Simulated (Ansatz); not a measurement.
# HfTeSe monolayer, Janus: modes against uniaxial strain along a, the zigzag direction, with the width clamped

Wanted: the shifts of the zone-centre modes of HfTeSe monolayer, Janus with strain.

Main program and level: Ansatz 0.2.0; DFT PBEsol, scalar-relativistic, plane waves, PAW; PAW set soft_1.

### Step 1. Starting point

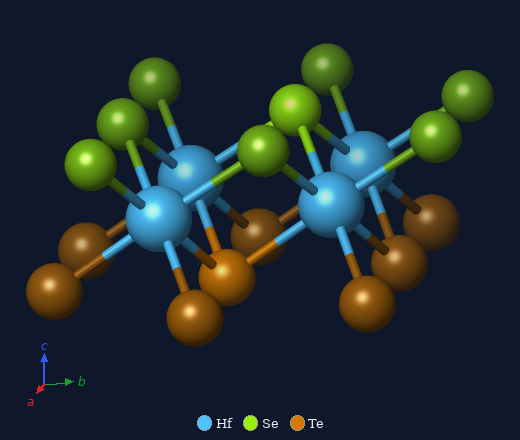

The starting structure, seen slightly off an axis (hafnium blue, selenium green, tellurium orange). Some periodic images of atoms are drawn too.

The cell holds 3 atoms: 1 Hf, 1 Se and 1 Te. Its edges and angles: a = 3.720 Å, b = 3.720 Å, c = 30.000 Å, α = 90.0°, β = 90.0°, γ = 120.0°. Vacuum lies along c. The height across the vacuum is the one that the program set for its solve, not the one typed.

### Step 2. A rough relaxation first

The start is far from rest, so a relaxation with loose tolerances brings it close first. The program lengthens the typed cell of 20.0 Å along the normal to 30.0 Å, as its cut-off of the electrostatics needs, and moves no atom.

The input, input.yaml:

```yaml
crystal:
  lattice:
    - [3.72, 0.0, 0.0]
    - [-1.86, 3.22161, 0.0]
    - [0.0, 0.0, 20.0]
  atoms:
    - { symbol: Hf, position: [0.0, 0.0, 0.5] }
    - { symbol: Se, position: [0.333333, 0.666667, 0.575] }
    - { symbol: Te, position: [0.666667, 0.333333, 0.42] }
  periodic: [true, true, false]
kpoints:
  mp_grid: { grid: [6, 6, 1] }
hamiltonian:
  xc: pbesol
  pseudopotentials: { kind: paw, azcp: { folder: soft_1 }, xc_functional: pbe }
scf:
  occupations: { method: gaussian, width: 0.1 }
output:
  forces: true
  stress: true
  eigenvalues: true
relax:
  adjacent_minimum: "off"
  f_tol: 0.05
  max_steps: 80
  cell: { stress_2d_tol: 0.02 }
```

Launch:

```console
ansatz run input.yaml --threads 4 --pin off --max-ram 16384MiB --backend cpu --events-out ev --progress --plain --runs-dir out
```

Numbers of over 12 decimals in the logs are rounded to 6 here.

What it wrote:

```text
[...]
F+E_penalty+E_count = -27927.70881855 eV   max|allowed force component| = 9.019e-3 eV/Å   (the final SCF, on the basis selected at the relaxed cell)
  cell:  # Å, volume = 372.1260 Å³
    - [3.784592, 4.780940252447248e-18, 0]
    - [-1.892296, 3.277553, 0]
    - [0, 0, 30.0]
  atoms:
    - { symbol: Hf, position: [0, 0, 0.336499] }
    - { symbol: Se, position: [0.333333, 0.666667, 0.386020] }
    - { symbol: Te, position: [0.666667, 0.333333, 0.274147] }
[key lines of the parts left out:]
SCF converged after 9 iterations
Free energy (F): -27927.708819 eV
Fermi energy:    -4.806443 eV
P = ½ c Tr σ = 0.0158 N/m
```

It took 9.9 s on 4 threads of Intel Xeon 6975P-C (Granite Rapids), shared host; peak memory 0.8 GiB.

Relaxation path:

```csv
step,energy less that of the first step (eV),largest force component (eV/Å),volume (Å³)
1,0.0000,3.2957,359.53
2,-0.4664,0.7054,363.71
3,-0.4461,0.8598,371.22
4,-0.4916,0.0215,370.60
5,-0.4918,0.0093,372.13
6*,-0.4925,0.0090,372.13
```

Relaxation steps marked * repeat the geometry before them on a plane-wave basis chosen anew for their cell, so energy and pressure can jump there. Relaxation step 3 was tried and not accepted.

The run keeps the 6 symmetry operations that it works with, so distortions that break them were not tested.

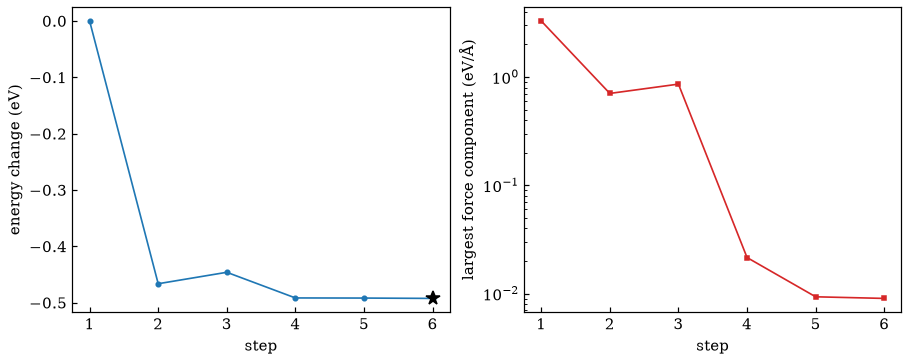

Energy and largest force along the relaxation. Stars mark steps on a basis chosen anew.

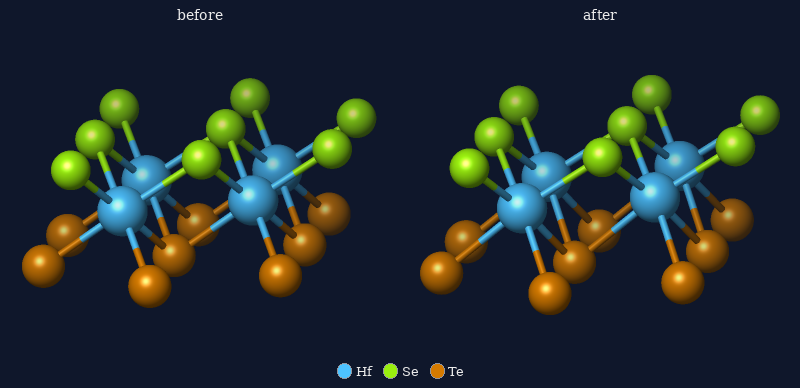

Before and after, at one scale.

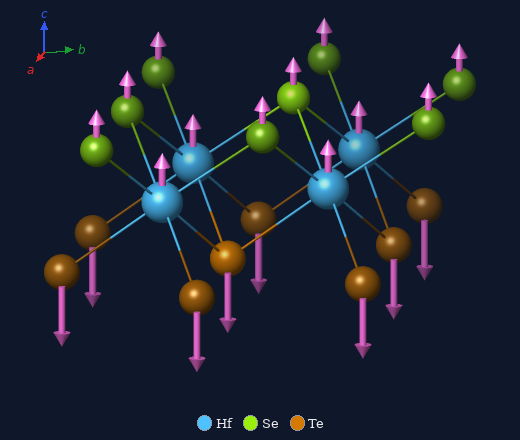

Displacements in the relaxation, exaggerated, measured against the changing cell; the longest in the cell stands for 0.18 Å. Some periodic images of atoms are drawn too.

```csv
cell as run,before,after,change
a (Å),3.720,3.785,+1.7 %
b (Å),3.720,3.785,+1.7 %
```

The atoms that moved most (Å, along periodic axes as changes of fractional coordinates times the final cell, across vacuum about the mean position):

```csv
atom,dx,dy,dz,length
Te3,0.000,0.000,-0.176,0.176
Hf1,0.000,0.000,0.095,0.095
Se2,0.000,0.000,0.081,0.081
```

Final coordinates:

```cif
data_structure
_symmetry_space_group_name_H-M 'P 1'
_symmetry_Int_Tables_number 1
_cell_length_a 3.7846
_cell_length_b 3.7846
_cell_length_c 30.0000
_cell_angle_alpha 90.000
_cell_angle_beta 90.000
_cell_angle_gamma 120.000
_cell_volume 372.13
loop_
_atom_site_label
_atom_site_type_symbol
_atom_site_fract_x
_atom_site_fract_y
_atom_site_fract_z
_atom_site_occupancy
Hf1 Hf 0.00000 0.00000 0.33650 1
Se2 Se 0.33333 0.66667 0.38602 1
Te3 Te 0.66667 0.33333 0.27415 1
```

Numbers from this step:

```
gap on the k-mesh : 0 eV
area per atom     : 4.135 Å²
```

The relaxation ends with a largest force component of 0.0090 eV/Å.

### Step 3. Relaxation

Harmonic phonons are second derivatives at a point where the forces vanish, and they are wanted at zero stress, so atoms and cell are relaxed first.

input.yaml, the sections that differ from step 2:

```yaml
crystal:
  lattice:
    - [3.7845917229, 0.0, 0.0]
    - [-1.8922958615, 3.277552575, 0.0]
    - [0.0, 0.0, 30.0]
  atoms:
    - { symbol: Hf, position: [0.0, 0.0, 0.336499091] }
    - { symbol: Se, position: [0.3333333333, 0.6666666667, 0.3860201942] }
    - { symbol: Te, position: [0.6666666667, 0.3333333333, 0.2741473815] }
  periodic: [true, true, false]
kpoints:
  mp_grid: { grid: [12, 12, 1] }
relax:
  adjacent_minimum: "off"
  f_tol: 0.005
  max_steps: 80
  cell: { stress_2d_tol: 0.02 }
# hamiltonian, scf, output: as in step 2
```

What it wrote:

```text
[...]
Crystal: 3 atoms, lattice volume = 372.126 Å³
Basis set: ecut = 420 eV, 7265 PW (Γ), exchange–correlation on 54×54×432 points (8 copies of the dense FFT grid, shifted against one another)
Bands: 35, of which v1, the nominal top of the filled ones, is band 29 counted from 1 (28 counted from 0)
Symmetry: 6 space group operations
[...]
k-points: 19 of 144 (time reversal used)
[...]
° read free of the cell's end (the report's vacuum.weakly_bound_levels)
--- Relaxed structure (4 steps of the walk, 4 accepted, 1 SCFs on fresh bases) ---
[...]
cell:  # Å, volume = 374.0060 Å³
    - [3.794140, 2.894040105775539e-11, 0]
    - [-1.897070, 3.285821, 0]
    - [0, 0, 30.0]
  atoms:
    - { symbol: Hf, position: [0, 0, 0.336454] }
    - { symbol: Se, position: [0.333333, 0.666667, 0.385833] }
    - { symbol: Te, position: [0.666667, 0.333333, 0.274380] }
[key lines of the parts left out:]
SCF converged after 8 iterations
Free energy (F): -27927.726117 eV
Fermi energy:    -4.815664 eV
P = ½ c Tr σ = 0.0045 N/m
```

The job ended after 17 s (4 threads; peak memory 0.88 GiB; 64 s of CPU time).

The steps of the relaxation:

```csv
step,energy less that of the first step (eV),largest force component (eV/Å),volume (Å³)
1,0.0000,0.0265,372.13
2,-0.0001,0.0347,373.38
3,-0.0002,0.0352,373.92
4,-0.0002,0.0024,374.01
5*,-0.0003,0.0024,374.01
```

Relaxation steps marked * repeat the geometry before them on a plane-wave basis chosen anew for their cell, so energy and pressure can jump there.

Forces are held to the 6 operations that the run works with; a distortion that breaks them can't arise in this run.

```csv
cell as run,before,after,change
a (Å),3.785,3.794,+0.3 %
b (Å),3.785,3.794,+0.3 %
```

Final coordinates:

```xyz
3
Lattice="3.7941 0.0000 0.0000 -1.8971 3.2858 0.0000 0.0000 0.0000 30.0000" Properties=species:S:1:pos:R:3
Hf    0.0000    0.0000   10.0936
Se    0.0000    2.1905   11.5750
Te    1.8971    1.0953    8.2314
```

This step gave:

```yaml
area_per_atom: 4.156 Å²
```

### Step 4. Tight relaxation

Phonons need small forces and stress, so the relaxation is finished with tight tolerances on 12×12×1 k points.

The input, input.yaml:

```yaml
crystal:
  lattice:
    - [3.7941398329, 0.0, 0.0]
    - [-1.8970699165, 3.2858214808, 0.0]
    - [0.0, 0.0, 30.0]
  atoms:
    - { symbol: Hf, position: [0.0, 0.0, 0.3364538298] }
    - { symbol: Se, position: [0.3333333333, 0.6666666667, 0.385833031] }
    - { symbol: Te, position: [0.6666666667, 0.3333333333, 0.2743798059] }
  periodic: [true, true, false]
kpoints:
  mp_grid: { grid: [12, 12, 1] }
hamiltonian:
  xc: pbesol
  pseudopotentials: { kind: paw, azcp: { folder: soft_1 }, xc_functional: pbe }
scf:
  occupations: { method: methfessel_paxton, width: 0.2 }
output:
  forces: true
  stress: true
  eigenvalues: true
  write_density: true
  write_potential: true
  elf: true
  volumetric_format: npy
relax:
  adjacent_minimum: "off"
  f_tol: 0.001
  max_steps: 60
  cell: { stress_2d_tol: 0.002 }
```

What it wrote:

```text
[...]
Crystal: 3 atoms, lattice volume = 374.006 Å³
Basis set: ecut = 420 eV, 7301 PW (Γ), exchange–correlation on 54×54×432 points (8 copies of the dense FFT grid, shifted against one another)
Bands: 35, of which v1, the nominal top of the filled ones, is band 29 counted from 1 (28 counted from 0)
Symmetry: 6 space group operations
[...]
k-points: 19 of 144 (time reversal used)
[...]
° read free of the cell's end (the report's vacuum.weakly_bound_levels)
--- Relaxed structure (4 steps of the walk, 4 accepted, 1 SCFs on fresh bases) ---
[...]
cell:  # Å, volume = 373.7212 Å³
    - [3.792695, 2.8856510703070355e-11, 0]
    - [-1.896348, 3.284570, 0]
    - [0, 0, 30.0]
  atoms:
    - { symbol: Hf, position: [0, 0, 0.336463] }
    - { symbol: Se, position: [0.333333, 0.666667, 0.385863] }
    - { symbol: Te, position: [0.666667, 0.333333, 0.274341] }
[key lines of the parts left out:]
SCF converged after 11 iterations
Free energy (F): -27927.725288 eV
Fermi energy:    -4.810329 eV
P = ½ c Tr σ = -0.0016 N/m
```

Elapsed: 20 s, on 4 threads; peak memory 0.89 GiB; 77 s of CPU time.

Little changed from the start: no atom moved by 0.005 Å and no cell edge by 0.1 %.

This step gave:

```
area per atom : 4.152 Å²
```

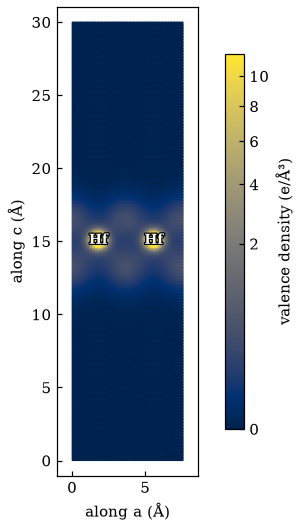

Valence density in the ac plane at fractional y = 0.000, with atoms of Hf within 0.2 Å of it. It is the smooth field of the valence electrons, not physical close to the nuclei. The map starts off the cell's origin, so that atoms lie inside it. The colour scale is stretched toward low values.

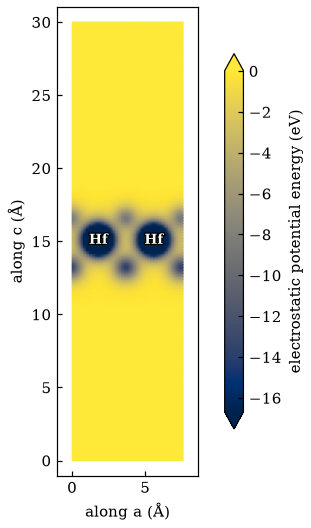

Electrostatic potential energy in the ac plane at fractional y = 0.000, with atoms of Hf within 0.2 Å of it. With pseudopotentials it is smooth inside the atoms' cores, unlike the true potential. The map starts off the cell's origin, so that atoms lie inside it.

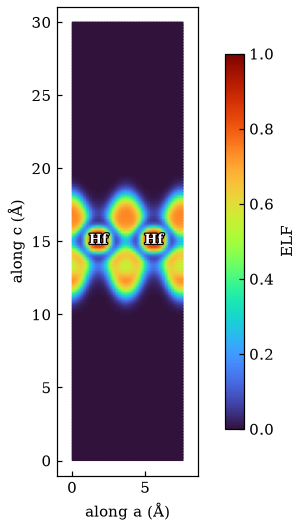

ELF in the ac plane at fractional y = 0.000, with atoms of Hf within 0.2 Å of it. It is the smooth field of the valence electrons, not physical close to the nuclei. The map starts off the cell's origin, so that atoms lie inside it.

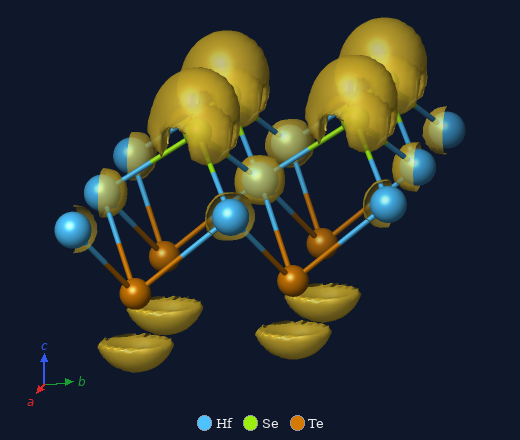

Surface of ELF = 0.78. 2×2×1 cells are drawn.

The largest force component left is 0.62 meV/Å, within the tolerances set.

### Step 5. Zone-centre response at rest

Phonons follow from the second derivative of the energy, found here by linear response.

The modes at rest are the reference of the series.

input.yaml, the sections that differ from step 4:

```yaml
crystal:
  lattice:
    - [3.7926951833, 0.0, 0.0]
    - [-1.8963475917, 3.2845703776, 0.0]
    - [0.0, 0.0, 30.0]
  atoms:
    - { symbol: Hf, position: [0.0, 0.0, 0.3364625827] }
    - { symbol: Se, position: [0.3333333333, 0.6666666667, 0.3858626261] }
    - { symbol: Te, position: [0.6666666667, 0.3333333333, 0.2743414579] }
  periodic: [true, true, false]
output:
  eigenvalues: true
phonons:
  method: dfpt
# kpoints, hamiltonian, scf: as in step 4
# relax: removed
```

What it wrote:

```text
[...]
Crystal: 3 atoms, lattice volume = 373.721 Å³
Basis set: ecut = 420 eV, 7301 PW (Γ), exchange–correlation on 54×54×432 points (8 copies of the dense FFT grid, shifted against one another)
Bands: 35, of which v1, the nominal top of the filled ones, is band 29 counted from 1 (28 counted from 0)
Symmetry: 6 space group operations
k-points: 43 of 144 (irreducible under 2 space group operations, time reversal used)
[...]
SCF iter  13: F=-27927.725288 eV  HF=-27927.725288 eV  |F-HF|=2.07e-10  |Δ(HF+E_count)|=  3.20e-10  S|Δr|=    0.00e0  Δρ=1.92e-8  dr2=1.18e-12  ethr=1.00e-12  ⟨swp⟩=21.9  Hψ=11461  notcnv=0
SCF 1 converged in 13 iterations: F = -27927.725288 eV  dr2 = 1.18e-12
[...]
DFPT response loops at Γ: preconditioner auto → none (partly filled bands, converged f_vac=0.766); β = 0.50; Broyden in place of MSR1
SCF converged after 13 iterations
[...]
Free energy (F): -27927.725288 eV
[...]
Internal energy: -27927.721626 eV  (E = F + TS)
E sigma→0 (E₀):  -27927.724373 eV
Entropy (-TS):   -0.003662 eV (-1.221 meV/atom)
Fermi energy:    -4.810328 eV
Step filling:    the computed levels leave a gap of 0.0000 eV = 0.0 smearing widths at the electron count; against every level under it full and every level over it empty, smearing changes F+E_penalty+E_count by -2.713 meV and its σ→0 estimate by -1.797 meV
[...]
--- Band table (eV; the first three rows and the last of 43) ---
  k-point 0: bands = [... 25 lower, -7.6344, -6.6204, -4.4794, -4.4794, -3.8554, -3.8554, -3.5480, -1.2714, ... 2 higher]
  k-point 1: bands = [... 25 lower, -7.6132, -6.4192, -5.2814, -4.8544, -3.8268, -3.4630, -3.2381, -1.1384 (-1.1384°), ... 2 higher]
  k-point 2: bands = [... 25 lower, -7.5710, -6.5927, -6.0945, -5.3285, -4.0546, -2.9590, -2.8971, -1.4191 (-1.4191°), ... 2 higher]
  k-point 42: bands = [... 25 lower, -8.2118, -7.7408, -7.3776, -6.7806, -3.4718, -2.9979, -2.0380, -1.2219, ... 2 higher]
  ° read free of the cell's end (the report's vacuum.weakly_bound_levels)
--- Phonons (Γ-DFPT): 6 representative perturbations + reference, on 43 of 144 k-points (Σ response iterations 28) ---
  k mesh reduced under 2 symmetry operations, with k and −k counted as one. Each operation leaves every solved perturbation unchanged. A smaller set is not used because it would not reduce the number of displacements times k-points to solve
  ASR residual: 1.536e-4 → 0.000e0 eV/Å²; symmetrization residual: 5.417e-5 eV/Å²
  ASR residual per site (eV/Å²): 4.89e-5 1.21e-5 1.54e-4
  Γ frequencies (cm⁻¹): 0.00 0.00 0.00 91.11 91.11 141.90 141.90 159.40 210.67
  non-analytic LO–TO correction: not included (Born effective charges unavailable; polar crystals: no LO–TO splitting at Γ)
```

Wall time 69 s (4 threads); peak memory 2.2 GiB; 4.4 min of CPU time.

The column dr2 measures how far the density is from self-consistency, as an energy; F and HF (Harris–Foulkes) agree once it is small.

Numbers from this step:

| Item | Value |
| --- | --- |
| sum-rule residual before enforcement | 1.54e-4 eV/Å² |
| point group | 3m |
| highest optical mode at the zone centre (no LO-TO term) | 210.7 cm⁻¹ |
| lowest optical zone-centre mode | 91.11 cm⁻¹ |

Patterns of degenerate modes are one choice out of their space. The modes at Γ (shares of kinetic energy by element, %):

```csv
mode,frequency (cm⁻¹),symmetry,Hf %,Se %,Te %
1,0.0,acoustic,46,21,33
2,0.0,acoustic,46,21,33
3,0.0,acoustic,46,21,33
4,91.1,E,37,1,62
5,91.1,E,37,1,62
6,141.9,E,17,79,5
7,141.9,E,17,79,5
8,159.4,A1,7,34,59
9,210.7,A1,47,46,8
```

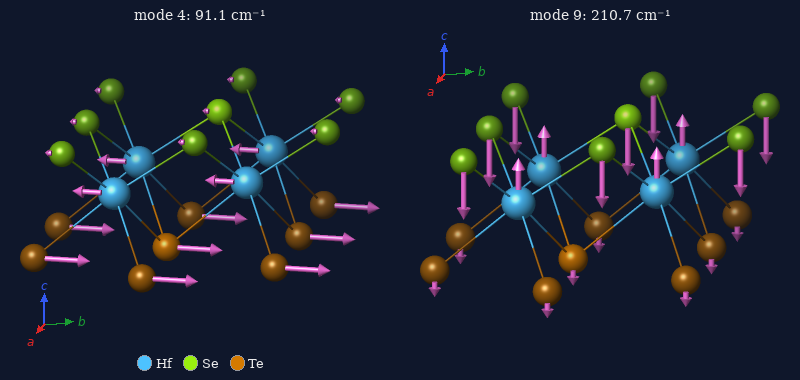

Displacement patterns of modes 4 and 9 at Γ; arrows are exaggerated. Some periodic images of atoms are drawn too.

Before it was imposed, the acoustic sum rule was missed by 1.5e-4 eV/Å². Small misses are needed for a sound result but don't prove that mesh and cutoff are converged. The lowest optical mode is real, 91.1 cm⁻¹.

### Step 6. Relaxation of a member: uniaxial strain of +5 % along a, the zigzag direction, with the width clamped

The cell takes a uniaxial strain of +5 % along a, the zigzag direction, with the width clamped. The cell is held, and the atoms relax in it.

input.yaml, the sections that differ from step 5:

```yaml
crystal:
  lattice:
    - [3.9823299424, 0.0, 0.0]
    - [-1.9911649712, 3.2845703776, 0.0]
    - [0.0, 0.0, 30.0]
  atoms:
    - { symbol: Hf, position: [-0.0006395652, -0.0012791303, 0.3365132913] }
    - { symbol: Se, position: [0.3371491162, 0.6742982325, 0.3846038789] }
    - { symbol: Te, position: [0.6634904489, 0.3269808978, 0.2755494964] }
  periodic: [true, true, false]
output:
  forces: true
  stress: true
  eigenvalues: true
relax:
  adjacent_minimum: "off"
  f_tol: 0.001
  max_steps: 60
# kpoints, hamiltonian, scf: as in step 5
# phonons: removed
```

What it wrote:

```text
[...]
--- Relaxed structure (5 steps of the walk, 4 accepted, 0 SCFs on fresh bases) ---
  F+E_penalty+E_count = -27927.67640097 eV   max|allowed force component| = 2.937e-4 eV/Å
  cell:  # Å, volume = 392.4073 Å³
    - [3.9823299424, 0.0, 0.0]
    - [-1.9911649712, 3.2845703776, 0.0]
    - [0.0, 0.0, 30.0]
  atoms:
    - { symbol: Hf, position: [-0.000812704, -0.00162541, 0.336534] }
    - { symbol: Se, position: [0.338050, 0.676101, 0.384289] }
    - { symbol: Te, position: [0.662762, 0.325525, 0.275843] }
[key lines of the parts left out:]
SCF converged after 5 iterations
Free energy (F): -27927.676401 eV
Fermi energy:    -4.840447 eV
P = ½ c Tr σ = -1.4237 N/m
```

Elapsed: 38 s, on 4 threads; peak memory 1.1 GiB.

Step by step:

```csv
step,energy less that of the first step (eV),largest force component (eV/Å)
1,0.0000,0.0830
2,0.0020,0.1669
3,-0.0009,0.0050
4,-0.0009,0.0035
5,-0.0009,0.0003
```

Relaxation step 2 was tried and not accepted.

Forces are held to the 2 operations that the run works with; a distortion that breaks them can't arise in this run.

The atoms that moved most (Å):

```csv
atom,dx,dy,dz,length
Se2,0.000,0.006,-0.009,0.011
Te3,0.000,-0.005,0.009,0.010
```

Final coordinates:

```
Hf Se Te
1.0
     3.98233    0.00000    0.00000
    -1.99116    3.28457    0.00000
     0.00000    0.00000   30.00000
Hf Se Te
1 1 1
Direct
  0.99919 0.99837 0.33653
  0.33805 0.67610 0.38429
  0.66276 0.32552 0.27584
```

This step gave:

| Item | Value |
| --- | --- |
| area per atom | 4.36 Å² |

The largest force component left is 0.29 meV/Å.

(Continued in part 2 of 2.)

[Logs are printed without paths, hosts, clocks, repeated set-up lines and the standing remarks that a program may print on its own settings, such as how far it seeks lower states.]

[Hosts, paths, dates, database ids (printed as entryN), source tags and the programs' standing remarks are cut or masked in the printed files.]
